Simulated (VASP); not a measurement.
# MoS2: GW quasiparticle gap

How does the gap of MoS2 change from the starting functional to GW? The cell has space group P6_3/mmc. The start is a cell from a database of measured crystal structures.

Method: PBE, no spin polarisation; plane waves and PAW (Mo_sv_GW, S_GW), in the first sound run; inputs show where later runs differ, in VASP 6.6.1.

The database entry behind the starting cell differs from later determinations by our own check (about 0.3 % long), so it need not match the best structure at ambient conditions.

**1. The starting structure**

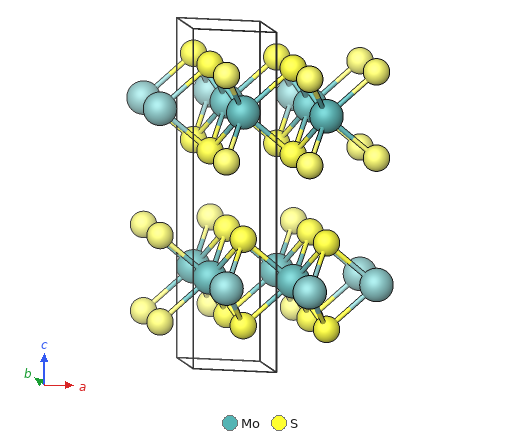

Start, viewed slightly off an axis; molybdenum teal, sulfur yellow. 2×2×1 cells are drawn. Some periodic images of atoms are drawn too.

Coordinates:

```xyz
6
Lattice="3.1690 0.0000 0.0000 -1.5845 2.7444 0.0000 0.0000 0.0000 12.3240" Properties=species:S:1:pos:R:3 pbc="T T T"
Mo    0.0000    1.8296    3.0810
Mo    1.5845    0.9148    9.2430
S     0.0000    1.8296    7.6779
S     1.5845    0.9148    1.5159
S     0.0000    1.8296   10.8081
S     1.5845    0.9148    4.6461
```

**2. Ground state**

The orbitals come from a self-consistent PBE run with a tight EDIFF and a narrow smearing. KPOINTS_OPT adds the bands along a path, which shows whether the mesh holds the band edges.

File INCAR:

```
SYSTEM = MoS2
PREC = Accurate
ENCUT = 370
EDIFF = 1E-08
NELM = 100
ISMEAR = 0
SIGMA = 0.01
LREAL = .FALSE.
ALGO = Normal
GGA = PE
NBANDS = 32
LASPH = .TRUE.
LORBIT = 11
LWAVE = .TRUE.
LCHARG = .FALSE.
KPAR = 8
```

File POSCAR:

```
MoS2
1.0
    3.1690000000      0.0000000000      0.0000000000
   -1.5845000000      2.7444345046      0.0000000000
    0.0000000000      0.0000000000     12.3240000000
Mo S
2 4
Direct
    0.3333333333      0.6666666667      0.2500000000
    0.6666666667      0.3333333333      0.7500000000
    0.3333333333      0.6666666667      0.6230000000
    0.6666666667      0.3333333333      0.1230000000
    0.3333333333      0.6666666667      0.8770000000
    0.6666666667      0.3333333333      0.3770000000
```

File KPOINTS:

```
Automatic mesh
0
Gamma
6 6 2
0 0 0
```

File KPOINTS_OPT:

```
Line mode
12
Line-mode
Reciprocal
  0.00000000   0.00000000   0.00000000 GAMMA
  0.50000000   0.00000000   0.00000000 M

  0.50000000   0.00000000   0.00000000 M
  0.33333333   0.33333333   0.00000000 K

  0.33333333   0.33333333   0.00000000 K
  0.00000000   0.00000000   0.00000000 GAMMA

  0.00000000   0.00000000   0.00000000 GAMMA
  0.00000000   0.00000000   0.50000000 A

  0.00000000   0.00000000   0.50000000 A
  0.50000000   0.00000000   0.50000000 L

  0.50000000   0.00000000   0.50000000 L
  0.33333333   0.33333333   0.50000000 H

  0.33333333   0.33333333   0.50000000 H
  0.00000000   0.00000000   0.50000000 A

  0.50000000   0.00000000   0.50000000 L
  0.50000000   0.00000000   0.00000000 M

  0.33333333   0.33333333   0.00000000 K
  0.33333333   0.33333333   0.50000000 H
```

The projector-augmented-wave data sets are Mo_sv_GW and S_GW (PBE family, release 64).

Started as:

```console
$ mpirun -np 8 vasp_std
```

The log of the run:

```text
[banner, memory and clock lines left out]
running    8 mpi-ranks, on    1 nodes
 distrk:  each k-point on    1 cores,    8 groups
 distr:  one band on    1 cores,    1 groups

 POSCAR found type information on POSCAR MoS
 POSCAR found :  2 types and       6 ions
|                                                                             |
|           W    W    AA    RRRRR   N    N  II  N    N   GGGG   !!!           |
|           W    W   A  A   R    R  NN   N  II  NN   N  G    G  !!!           |
|           W    W  A    A  R    R  N N  N  II  N N  N  G       !!!           |
|           W WW W  AAAAAA  RRRRR   N  N N  II  N  N N  G  GGG   !            |
|           WW  WW  A    A  R   R   N   NN  II  N   NN  G    G                |
|           W    W  A    A  R    R  N    N  II  N    N   GGGG   !!!           |
|                                                                             |
|     For optimal performance we recommend to set                             |
|       NCORE = 2 up to number-of-cores-per-socket                            |
|     NCORE specifies how many cores store one orbital (NPAR=cpu/NCORE).      |
|     This setting can greatly improve the performance of VASP for DFT.       |
|     The default, NCORE=1 might be grossly inefficient on modern             |
|     multi-core architectures or massively parallel machines. Do your        |
|     Unfortunately you need to use the default for GW and RPA                |
|     calculations (for HF NCORE is supported but not extensively tested      |
|     yet).                                                                   |
|                                                                             |

 LDA part: xc-table for (Slater+PW92), standard interpolation
 POSCAR, INCAR and KPOINTS ok, starting setup
 FFT: planning ... GRIDC
 FFT: planning ... GRID_SOFT
 FFT: planning ... GRID
 WAVECAR not read
 entering main loop
       N       E                     dE             d eps       ncg     rms          rms(c)
DAV:   1     0.364523986198E+03    0.36452E+03   -0.24615E+04  1040   0.122E+03
DAV:   2    -0.210596738547E+02   -0.38558E+03   -0.37773E+03  1352   0.507E+02
DAV:   3    -0.507458556829E+02   -0.29686E+02   -0.29492E+02  1304   0.124E+02
DAV:   4    -0.521247699947E+02   -0.13789E+01   -0.13744E+01  1448   0.301E+01
DAV:   5    -0.521948213373E+02   -0.70051E-01   -0.69963E-01  1520   0.595E+00    0.147E+01
DAV:   6    -0.466310784053E+02    0.55637E+01   -0.51256E+01  1560   0.477E+01    0.728E+00
DAV:   7    -0.451611848331E+02    0.14699E+01   -0.10932E+01  1616   0.232E+01    0.385E+00
DAV:   8    -0.451025283519E+02    0.58656E-01   -0.67609E-01  1352   0.543E+00    0.987E-01
DAV:   9    -0.451087843403E+02   -0.62560E-02   -0.72543E-02  1512   0.162E+00    0.446E-01
DAV:  10    -0.451071397939E+02    0.16445E-02   -0.16657E-02  1560   0.108E+00    0.163E-01
DAV:  11    -0.451070139484E+02    0.12585E-03   -0.32368E-03  1488   0.474E-01    0.710E-02
DAV:  12    -0.451069031373E+02    0.11081E-03   -0.63021E-04  1504   0.183E-01    0.111E-02
DAV:  13    -0.451069118322E+02   -0.86948E-05   -0.53810E-05  1280   0.380E-02    0.890E-03
DAV:  14    -0.451069115467E+02    0.28540E-06   -0.51628E-06  1392   0.181E-02    0.209E-03
DAV:  15    -0.451069118128E+02   -0.26609E-06   -0.74023E-07  1224   0.462E-03    0.653E-04
DAV:  16    -0.451069119172E+02   -0.10439E-06   -0.90094E-08  1200   0.177E-03    0.317E-04
DAV:  17    -0.451069119532E+02   -0.36015E-07   -0.48889E-09   776   0.731E-04    0.148E-04
DAV:  18    -0.451069119645E+02   -0.11293E-07   -0.27288E-09   784   0.481E-04    0.463E-05
DAV:  19    -0.451069119764E+02   -0.11859E-07   -0.89671E-10   768   0.358E-04    0.217E-05
DAV:  20    -0.451069119701E+02    0.62519E-08   -0.44483E-10   784   0.258E-04
   1 F= -.45106912E+02 E0= -.45106912E+02  d E =-.496046E-24
 Start KPOINTS_OPT (optional k-point list driver)
k-point batch [1-14\108]
       N       E                     dE             ncg
DAV:   1    -0.639441424255E+03   -0.13013E+05     1024
DAV:   2    -0.631802998346E+04   -0.56786E+04     1288
DAV:   3    -0.679998611445E+04   -0.48196E+03     1328
DAV:   4    -0.682456915436E+04   -0.24583E+02     1512
DAV:   5    -0.682580971935E+04   -0.12406E+01     1496
DAV:   6    -0.682589922722E+04   -0.89508E-01     1552
DAV:   7    -0.682590723944E+04   -0.80122E-02     1456
DAV:   8    -0.682590822121E+04   -0.98177E-03     1528
DAV:   9    -0.682590839120E+04   -0.16999E-03     1496
DAV:  10    -0.682590841986E+04   -0.28656E-04     1440
DAV:  11    -0.682590842362E+04   -0.37685E-05     1048
DAV:  12    -0.682590842416E+04   -0.54010E-06      824
DAV:  13    -0.682590842426E+04   -0.94102E-07      784
DAV:  14    -0.682590842428E+04   -0.17794E-07      784
DAV:  15    -0.682590842428E+04   -0.32051E-08      784
[...]
k-point batch [99-108\108]
       N       E                     dE             ncg
DAV:   1     0.590651369054E+04   -0.19650E+05      728
DAV:   2     0.226213057608E+04   -0.36444E+04      952
DAV:   3     0.198245125958E+04   -0.27968E+03      888
DAV:   4     0.196545123311E+04   -0.17000E+02     1064
DAV:   5     0.196475589632E+04   -0.69534E+00     1064
DAV:   6     0.196471745629E+04   -0.38440E-01     1080
DAV:   7     0.196471408489E+04   -0.33714E-02     1000
DAV:   8     0.196471373675E+04   -0.34814E-03     1080
DAV:   9     0.196471370263E+04   -0.34126E-04     1008
DAV:  10     0.196471369866E+04   -0.39651E-05      888
DAV:  11     0.196471369815E+04   -0.50617E-06      680
DAV:  12     0.196471369811E+04   -0.39925E-07      632
DAV:  13     0.196471369811E+04   -0.24888E-08      568
 writing wavefunctions
```

Wall time 35 s (8 MPI ranks of AMD EPYC 9R45, shared host); peak memory 1.7 GiB.

The logs omit lines about the potential files and the build; timing stands in the text.

From OUTCAR (step 2):

```text
ion  position               nearest neighbor table
   1  0.333  0.667  0.250-   4 2.41   6 2.41   4 2.41   6 2.41   4 2.41   6 2.41
   2  0.667  0.333  0.750-   3 2.41   5 2.41   3 2.41   5 2.41   3 2.41   5 2.41
   3  0.333  0.667  0.623-   2 2.41   2 2.41   2 2.41
   4  0.667  0.333  0.123-   1 2.41   1 2.41   1 2.41
   5  0.333  0.667  0.877-   2 2.41   2 2.41   2 2.41
   6  0.667  0.333  0.377-   1 2.41   1 2.41   1 2.41

  LATTYP: Found a hexagonal cell.
 ALAT       =     3.1690000000
 C/A-ratio  =     3.8889239508

 Subroutine GETGRP returns: Found 24 space group operations
 (whereof 12 operations were pure point group operations)

The static configuration has the point symmetry D_3d.
 The point group associated with its full space group is D_6h.

 Found     14 irreducible k-points:

   k-points           NKPTS =     14   k-points in BZ     NKDIM =     14   number of bands    NBANDS=     32

   dimension x,y,z NGX =    20 NGY =   20 NGZ =   80
   dimension x,y,z NGXF=    40 NGYF=   40 NGZF=  160

   ENCUT  =  370.0 eV  27.19 Ry    5.21 a.u.   4.97  4.97 19.33*2*pi/ulx,y,z

   NELECT =      52.0000    total number of electrons

 k-points in reciprocal lattice and weights: Automatic mesh
   0.00000000  0.00000000  0.00000000       0.014
   0.16666667 -0.00000000  0.00000000       0.083
   0.33333333 -0.00000000  0.00000000       0.083
   0.50000000 -0.00000000  0.00000000       0.042
   0.16666667  0.16666667  0.00000000       0.083
   0.33333333  0.16666667  0.00000000       0.167
   0.33333333  0.33333333  0.00000000       0.028
   0.00000000  0.00000000  0.50000000       0.014
   0.16666667 -0.00000000  0.50000000       0.083
[...]
0.33333333  0.16666667  0.50000000       0.167
   0.33333333  0.33333333  0.50000000       0.028

 average (electrostatic) potential at core
       1 -99.9671       2 -99.9671       3 -87.7891       4 -87.7891       5 -87.7891
       6 -87.7891

 E-fermi :   7.5325

 k-point     1 :       0.0000    0.0000    0.0000
  band No.  band energies     occupation
    ...
     22       5.3325      2.00000
     23       5.3325      2.00000
     24       6.2779      2.00000
     25       6.3170      2.00000
     26       7.4643      2.00000
     27       9.5602      0.00000
     28       9.5652      0.00000
     29       9.5875      0.00000
     30       9.5894      0.00000
     31       9.7314      0.00000
    ...

 k-point     2 :       0.1667   -0.0000    0.0000
  band No.  band energies     occupation
    ...
     22       4.7832      2.00000
     23       5.4056      2.00000
     24       6.2773      2.00000
     25       6.2986      2.00000
     26       6.6929      2.00000
     27       8.9519      0.00000
     28       9.3154      0.00000
     29       9.3255      0.00000
     30       9.5197      0.00000
     31       9.5359      0.00000
    ...

 k-point     3 :       0.3333   -0.0000    0.0000
  band No.  band energies     occupation
    ...
     22       5.3893      2.00000
     23       5.4219      2.00000
     24       5.5068      2.00000
     25       5.6666      2.00000
     26       5.9228      2.00000
     27       8.8542      0.00000
     28       8.9528      0.00000
     29       9.1085      0.00000
     30       9.5654      0.00000
     31       9.9187      0.00000
    ...

  Total        1.2039757      1.2039757      1.5285772      0.0000000      0.0000000      0.0000000
  in kB       17.9970575     17.9970575     22.8492086      0.0000000      0.0000000      0.0000000
  external PRESSURE =      19.6144412 kB  Pullay stress =       0.0000000 kB

  energy-cutoff  :      370.00
  volume of cell :      107.18
      direct lattice vectors                 reciprocal lattice vectors
     3.169000000  0.000000000  0.000000000     0.315556958  0.182186895  0.000000000
    -1.584500000  2.744434505  0.000000000     0.000000000  0.364373789  0.000000000
     0.000000000  0.000000000 12.324000000     0.000000000  0.000000000  0.081142486

 POSITION                                       TOTAL-FORCE (eV/Angst)
 -----------------------------------------------------------------------------------
     -0.00000      1.82962      3.08100        -0.000000      0.000000     -0.000000
      1.58450      0.91481      9.24300        -0.000000     -0.000000     -0.000000
     -0.00000      1.82962      7.67785        -0.000000      0.000000      0.034328
      1.58450      0.91481      1.51585         0.000000      0.000000      0.034328
     -0.00000      1.82962     10.80815        -0.000000      0.000000     -0.034328
      1.58450      0.91481      4.64615         0.000000     -0.000000     -0.034328
 -----------------------------------------------------------------------------------
    total drift:                               -0.000000      0.000000     -0.000000

  FREE ENERGIE OF THE ION-ELECTRON SYSTEM (eV)
  ---------------------------------------------------
  free  energy   TOTEN  =       -45.1069119701 eV

  energy  without entropy=      -45.1069119701  energy(sigma->0) =      -45.10691197

 total charge
# of ion       s       p       d       f       tot
--------------------------------------------------
    1        2.108   6.046   3.045   0.029  11.228
    2        2.108   6.046   3.045   0.029  11.228
    3        1.355   2.302   0.071   0.000   3.728
    4        1.355   2.302   0.071   0.000   3.728
    5        1.355   2.302   0.071   0.000   3.728
    6        1.355   2.302   0.071   0.000   3.728
--------------------------------------------------
tot          9.636  21.300   6.374   0.058  37.368

[... 3 further parts left out ...]
```

This step gave:

```
free energy (TOTEN)               : -45.11 eV
Fermi energy                      : 7.532 eV
pressure                          : 1.961 GPa
least gap on mesh and path        : 0.8755 eV
least direct gap on mesh and path : 1.654 eV
```

The highest empty bands on the path are converged less tightly, to about 0.1 eV. The electronic bands at the labelled points (eV, zero at the valence-band top; v1 is the highest filled band, c1 the lowest empty one):

```csv
point,v4,v3,v2,v1,c1,c2,c3,c4
Γ,-2.13,-1.19,-1.15,0.00,2.10,2.10,2.12,2.17
M,-1.73,-1.53,-1.40,-1.28,1.60,1.64,2.00,2.26
K,-2.70,-2.70,-0.77,-0.61,1.05,1.05,1.84,2.83
Γ,-2.13,-1.19,-1.15,0.00,2.10,2.10,2.12,2.13
A,-2.15,-2.15,-0.27,-0.27,2.10,2.10,2.11,2.21
L,-1.63,-1.63,-1.33,-1.33,1.62,1.62,2.14,2.14
H,-2.87,-2.87,-0.70,-0.70,1.05,1.05,2.30,2.30
A,-2.15,-2.15,-0.27,-0.27,2.10,2.10,2.11,2.17
jump to L,-1.63,-1.63,-1.33,-1.33,1.62,1.62,2.14,2.14
M,-1.73,-1.53,-1.40,-1.28,1.60,1.64,2.00,2.26
jump to K,-2.70,-2.70,-0.77,-0.61,1.05,1.05,1.84,2.83
H,-2.87,-2.87,-0.70,-0.70,1.05,1.05,2.30,2.30
```

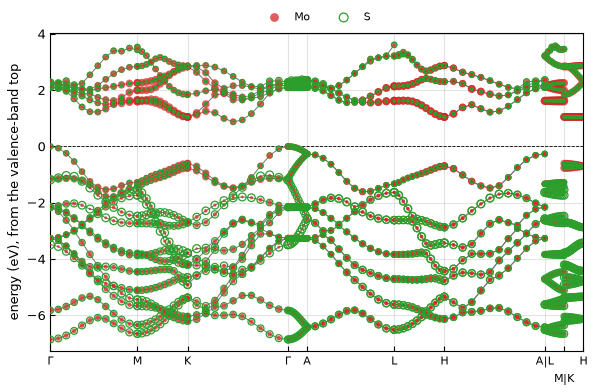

Electronic bands along the path; dots are coloured as in the legend, and their area grows with the weight.

The cell has a gap of 0.876 eV on mesh and path. Spin-orbit coupling is left out, which can shift or reorder these edges.

**3. Empty bands**

The next step needs empty bands that the ground-state run didn't converge, so the Hamiltonian is diagonalised exactly for NBANDS bands, in a single step. LOPTICS writes the k-derivatives of the orbitals (WAVEDER), which give the long-wavelength limit of the screening.

File INCAR:

```
SYSTEM = MoS2
PREC = Accurate
ENCUT = 370
ISMEAR = 0
SIGMA = 0.01
LREAL = .FALSE.
GGA = PE
NBANDS = 176
LASPH = .TRUE.
ALGO = Exact
NELM = 1
LWAVE = .TRUE.
LCHARG = .FALSE.
LOPTICS = .TRUE.
NEDOS = 1000
CSHIFT = 0.1
```

POSCAR is that of step 2.

KPOINTS is that of step 2.

Started as:

```console
$ mpirun -np 8 vasp_std
```

The log of the run:

```text
[banner, memory and clock lines left out]
running    8 mpi-ranks, on    1 nodes
 distrk:  each k-point on    8 cores,    1 groups
 distr:  one band on    1 cores,    8 groups

 POSCAR found type information on POSCAR MoS
 POSCAR found :  2 types and       6 ions
 [... a notice as in an earlier step ...]

 LDA part: xc-table for (Slater+PW92), standard interpolation
 found WAVECAR, reading the header
  number of bands has changed, file:    32 present:   176
  trying to continue reading WAVECAR, but it might fail
 POSCAR, INCAR and KPOINTS ok, starting setup
 FFT: planning ... GRIDC
 FFT: planning ... GRID_SOFT
 FFT: planning ... GRID
 reading WAVECAR
 random initialization beyond band           32
 the WAVECAR file was read successfully
 initial charge from wavefunction
 entering main loop
       N       E                     dE             d eps       ncg     rms          rms(c)
DIA:   1    -0.451069119705E+02   -0.45107E+02    0.00000E+00     0   0.000E+00
   1 F= -.45106912E+02 E0= -.45106912E+02  d E =-.112501-109
 writing wavefunctions
 optical routines
 imaginary and real dielectric function
 recalculating local potential from charge density
 direction            1
 direction            2
 direction            3
```

The job ended after 27 s (8 MPI ranks; peak memory 2 GiB; 3.2 min of CPU time).

Parts of OUTCAR (step 3):

```text
 Found     14 irreducible k-points:

   k-points           NKPTS =     14   k-points in BZ     NKDIM =     14   number of bands    NBANDS=    176

   NELECT =      52.0000    total number of electrons

 E-fermi :   7.6205

 k-point     1 :       0.0000    0.0000    0.0000
  band No.  band energies     occupation
    ...
     22       5.3325      2.00000
     23       5.3325      2.00000
     24       6.2779      2.00000
     25       6.3170      2.00000
     26       7.4643      2.00000
     27       9.5597      0.00000
     28       9.5597      0.00000
     29       9.5874      0.00000
     30       9.5874      0.00000
     31       9.7266      0.00000
    ...

 k-point     2 :       0.1667   -0.0000    0.0000
  band No.  band energies     occupation
    ...
     22       4.7832      2.00000
     23       5.4056      2.00000
     24       6.2773      2.00000
     25       6.2986      2.00000
     26       6.6929      2.00000
     27       8.9519      0.00000
     28       9.3154      0.00000
     29       9.3254      0.00000
     30       9.5196      0.00000
     31       9.5354      0.00000
    ...

  Total        1.2037713      1.2037713      1.5280322      0.0000000      0.0000000     -0.0000000
  in kB       17.9940025     17.9940025     22.8410615      0.0000000      0.0000000     -0.0000000
  external PRESSURE =      19.6096888 kB  Pullay stress =       0.0000000 kB

 POSITION                                       TOTAL-FORCE (eV/Angst)
 -----------------------------------------------------------------------------------
     -0.00000      1.82962      3.08100        -0.000000      0.000000      0.000000
      1.58450      0.91481      9.24300         0.000000     -0.000000      0.000000
     -0.00000      1.82962      7.67785         0.000000     -0.000000      0.034317
      1.58450      0.91481      1.51585         0.000000     -0.000000      0.034317
     -0.00000      1.82962     10.80815        -0.000000     -0.000000     -0.034317
      1.58450      0.91481      4.64615         0.000000     -0.000000     -0.034317
 -----------------------------------------------------------------------------------
    total drift:                               -0.000000      0.000000     -0.000000

  FREE ENERGIE OF THE ION-ELECTRON SYSTEM (eV)
  ---------------------------------------------------
  free  energy   TOTEN  =       -45.1069119705 eV

  energy  without entropy=      -45.1069119705  energy(sigma->0) =      -45.10691197

 plasma frequency squared (from intraband transitions) (eV^2)
  --------------------------------------------------------------------------------------
       0.000      -0.000       0.000
      -0.000       0.000      -0.000
       0.000      -0.000       0.000

[... 13 parts as in an earlier step ...]
```

WAVECAR now holds 176 bands for 52 electrons. Its independent-particle dielectric tensor has xx, yy, zz = 16.6, 16.6, 10.0 on this mesh, which isn't tested for convergence in mesh or bands and lacks local fields.

(Continued in part 2 of 4.)

[Lines on the potential files, build, host, timing and source positions are cut from VASP's logs without a mark.]

[Logs are printed without paths, hosts, clocks, repeated set-up lines and the standing remarks that a program may print on its own settings, such as how far it seeks lower states.]

[Hosts, paths, dates, database ids (printed as entryN), source tags and the programs' standing remarks are cut or masked in the printed files.]

[Pressures printed for these runs are not shown converged in the cutoff: they can be off by several GPa and have the wrong sign.]
